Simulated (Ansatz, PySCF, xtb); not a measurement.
Torsion H3–O1–Ge2–H4 in GeH4O (SMILES [OH][GeH3]); at each angle all else is relaxed with GFN2-xTB, and the levels are single points there.
Geometry at 60° (charge 0, multiplicity 1):
```xyz
6

O      1.16393    -0.44607    -0.38991
Ge    -0.44940     0.02577     0.03747
H      1.89327     0.03355    -0.00325
H     -0.67496     1.45635    -0.35969
H     -0.64420    -0.13823     1.51746
H     -1.27430    -0.92338    -0.75485
```
Energies count from the point at 60°.

Correlated levels freeze the cores. Filled d and f shells under p-block atoms count as core. CBS: X⁻³ extrapolation of the correlation energy, Hartree–Fock from the larger set.

Run with Ansatz (a program for electronic structure); PySCF for the dispersion terms; xtb for the GFN methods. Values without a source in brackets are computed.

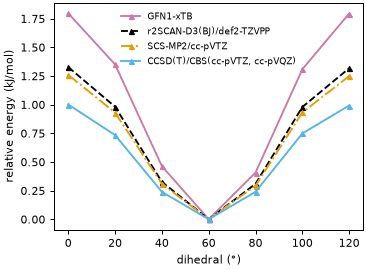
Figure. Relative energy along the coordinate

Q: Read off the CCSD(T)/CBS(cc-pVTZ, cc-pVQZ) curve at dihedral = 0.

A: about 1.0 kJ/mol
